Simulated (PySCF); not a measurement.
# UBP86/def2-SVP run of C2H6BFN (SMILES NB[CH]CF)

Aim: the vertical ionisation energy of C2H6BFN at UBP86/def2-SVP, from 2 runs. 

The calculation is run with PySCF 2.14.0.

2 further runs of the same task are left out: 2 set aside as unsound or not needed.

**1. The molecule**

C2H6BFN has 11 atoms, charge 0, and is taken as a doublet. As SMILES, `NB[CH]CF`. The shape is that of a GFN2-xTB optimisation. This is one conformer, not always the lowest.

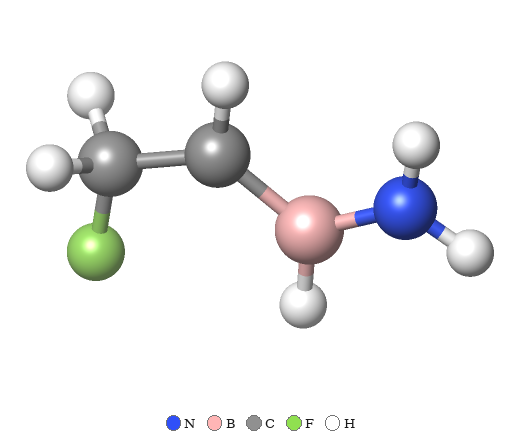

The structure, seen from a chosen angle (nitrogen blue, boron pink, carbon grey, fluorine green, hydrogen white).

**2. A single-point energy at UBP86/def2-SVP**

The input, input.py:

```python
# NB[CH]CF
from pyscf import gto, dft

mol = gto.M(
    atom=[
    ('N', (-1.970380, -0.318980, 0.723670)),
    ('B', (-0.732840, -0.634710, 0.151520)),
    ('C', (0.290140, 0.477700, -0.002220)),
    ('C', (1.641350, 0.360680, -0.584460)),
    ('F', (1.938190, -0.898870, -1.044160)),
    ('H', (-2.704680, -0.989300, 0.867430)),
    ('H', (-2.214550, 0.606480, 1.033650)),
    ('H', (-0.529550, -1.736470, -0.184960)),
    ('H', (0.087320, 1.489080, 0.330380)),
    ('H', (1.772270, 1.037720, -1.445380)),
    ('H', (2.422720, 0.606660, 0.154530)),
],
    basis='def2-svp',
    verbose=3,
    max_memory=1860,
    charge=0,
    spin=1,
)

ks = dft.UKS(mol, xc='bp86')
ks.grids.level = 4
ks.conv_tol = 1e-10
ks.kernel()
if not ks.converged:
    ks = ks.newton().run(ks.mo_coeff, ks.mo_occ)

energy = ks.e_tot
print(f'total energy: {energy:.8f} hartree')
```

Command:

```bash
$ OMP_NUM_THREADS=1 python input.py
```

The log of the run:

```text
converged SCF energy = -259.04854284503  <S^2> = 0.75338392  2S+1 = 2.0033811
total energy: -259.04854285 hartree
```

Run time: 38 s. Hardware: 1 thread of Arm Neoverse V1, shared host; peak memory 0.53 GiB.

**3. The singlet cation**

The input, run.py:

```python
from pyscf import gto, dft

mol = gto.M(
    atom='''
N     -3.723479    -0.602785     1.367538
B     -1.384867    -1.199428     0.286331
C      0.548285     0.902722    -0.004195
C      3.101702     0.681586    -1.104469
F      3.662648    -1.698618    -1.973176
H     -5.111104    -1.869506     1.639205
H     -4.184893     1.146081     1.953315
H     -1.000704    -3.281453    -0.349524
H      0.165011     2.813953     0.624328
H      3.349105     1.961007    -2.731372
H      4.578277     1.146421     0.292019
''',
    spin=0,
    basis='def2-svp',
    max_memory=1860,
    verbose=3,
    charge=1,
    unit='bohr',
)

mf = dft.RKS(mol, xc='bp86')
mf.grids.level = 4
mf.conv_tol = 1e-10
mf.kernel()
if not mf.converged:
    mf = mf.newton().run(mf.mo_coeff, mf.mo_occ)

e_final = mf.e_tot
print('Final energy', e_final)
```

Command:

```bash
$ OMP_NUM_THREADS=1 python run.py
```

The log of the run:

```text
converged SCF energy = -258.749290614792
Final energy -258.7492906147916
```

Wall time 23 s (1 thread of Arm Neoverse V1, shared host); peak memory 0.5 GiB.

**4. Summary of results**

At UBP86/def2-SVP:

| quantity | value |
| --- | --- |
| doublet C2H6BFN: total energy | -259.04854 Eh |
| doublet C2H6BFN: dipole moment | 3.12 D |
| doublet C2H6BFN: HOMO energy (highest over α and β) | -4.86 eV |
| doublet C2H6BFN: LUMO energy (lowest over α and β) | -3.33 eV |
| doublet C2H6BFN: ⟨S²⟩ | 0.753 |
| singlet cation: total energy | -258.74929 Eh |
| singlet cation: HOMO energy | -13.48 eV |
| singlet cation: LUMO energy | -11.31 eV |
| singlet cation: HOMO–LUMO gap | 2.17 eV |
| vertical ionisation energy (to the singlet cation) | 8.143 eV |

What this shows: The vertical ionisation energy comes to 8.14 eV (786 kJ/mol). Only the singlet of the ionised species was computed; a triplet could lie lower. Mulliken charges (singlet cation) run from -0.16 on F5 to +0.23 on C4.
